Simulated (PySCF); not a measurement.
SMILES [C](I)(F)F (CF2I), doublet at its PBE0/def2-SVP optimised geometry (Å):

```
4

F     -1.3396    -0.9682    -0.9266
C     -0.7961    -0.2219     0.0000
F     -1.3389     0.9682     0.0000
I      1.3396    -0.2219     0.0000
```

Method: unrestricted PBE0/def2-TZVP, def2 effective core potentials past Kr (PySCF 2.14.0). The core electrons that the potentials of I replace are not part of the density.

Map of the log10 of the electron density (e/bohr³), floored at −4 on the plane z = 0.8 Å:

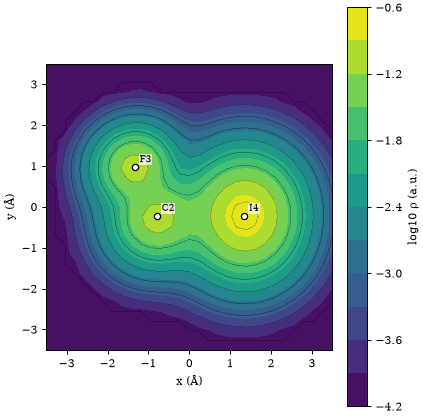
Fig. 1. Log10 of the electron density (e/bohr³), floored at −4 on the plane z = 0.8 Å.
